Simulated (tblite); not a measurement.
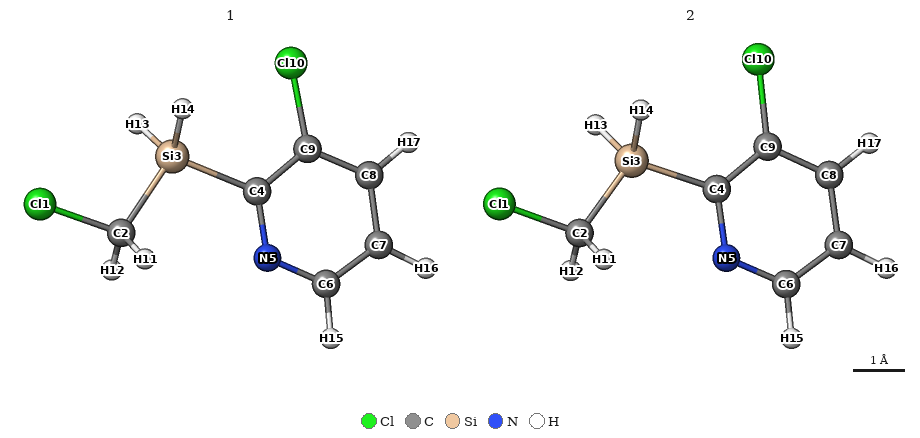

Two geometries of C6H7Cl2NSi, drawn at one scale. One is the start of a relaxation, the other its converged end. A ball-and-stick model, seen at a tilt.

All numbers below come from tblite 0.8.0, GFN2-xTB geometry optimisation, gas phase. 

> Which geometry has the lower energy?

Structure 1 is the relaxed one. The energy falls by 19.1 kJ/mol in 32 geometry steps. The largest move after the best rigid fit is that of Cl10, 0.17 Å. Largest moves by element: Cl 0.17 Å, Si 0.09 Å, C 0.05 Å, H 0.05 Å, N 0.03 Å. Among the contacts that change: Si3–Cl10 3.429 → 3.198 Å, C2–Si3 1.848 → 1.904 Å, C4–N5 1.375 → 1.327 Å, Si3–H13 1.493 → 1.464 Å. Among the angles between lasting bonds that change: C2–Si3–C4 111.8° → 106.0°, Si3–C4–N5 112.9° → 118.1°, C4–C9–Cl10 123.3° → 118.4°. The run took 0.6 s on 1 thread of Arm Neoverse N1, on a shared host.
